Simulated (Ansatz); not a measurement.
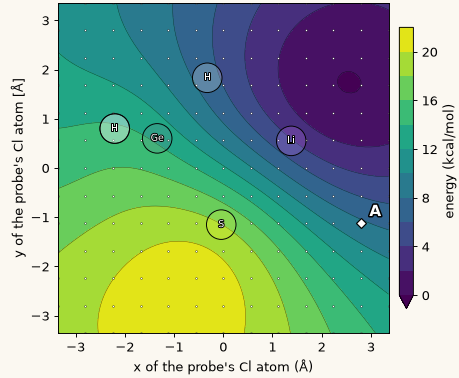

GeH₃LiS (SMILES [Li][S][GeH3]) with the probe Cl-. The probe is moved over a plane parallel to the molecule's main plane, 3.95 Å above it. The first coordinate is: x of the probe's Cl atom; the second: y of the probe's Cl atom. Nothing is relaxed (molecule and probe rigid). The grid has 13 × 13 points. Points are written as (first, second). Energies are in kcal/mol, from the lowest grid point. All numbers below come from RHF/def2-SVPD (Ansatz).

The picture shows filled contours, dots at the grid points, labelled circles for the molecule's atoms, projected on the plane, the point A. Between grid points the surface is interpolated.

Question: Which way does the force act at A, and how strong is it?

Answer: A, at (2.80 Å, −1.12 Å), is not a stationary point. The computed force is 0.2 eV/Å in the plane, pointing up and right in the picture (components 0.09 and 0.18 eV/Å).
